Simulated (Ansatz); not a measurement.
Species, as SMILES: O (H2O).
Geometry (B3LYP-D3(BJ)/def2-TZVP, fixed):
```xyz
3

O      0.0070     0.0013     0.1167
H     -0.0500     0.7593    -0.4742
H     -0.0062    -0.7700    -0.4592
```

Basis-set convergence of the dipole moment at HF with Ansatz (a first-principles code). Dipoles come from the density behind the forces; the sign is taken along the dipole that this method gives in the largest set. Cartesian d functions, on some or all atoms, in 6-31G*, 6-31G**; all else is spherical. The program fits the integrals of some runs and decomposes those of others, by size. No added dispersion term, no relativity. Reference: the value in aug-pcseg-3, 1.974 D, itself unsure by roughly 0.001 D (its mean distance from aug-cc-pVQZ, def2-QZVPPD). Deviations are taken from unrounded values.

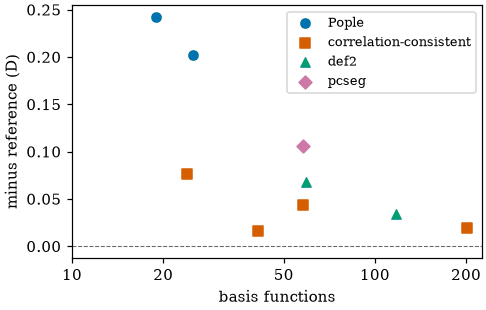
Figure: Deviation from the reference against the number of basis functions, by family of sets.

```tsv
basis	functions	dipole moment (D)	minus reference (D)
6-31G*	19	2.217	0.242
cc-pVDZ	24	2.050	0.076
6-31G**	25	2.176	0.202
aug-cc-pVDZ	41	1.991	0.017
cc-pVTZ	58	2.018	0.043
pcseg-2	58	2.080	0.106
def2-TZVPP	59	2.042	0.068
def2-QZVPP	117	2.009	0.034
cc-pV5Z	201	1.994	0.020
```
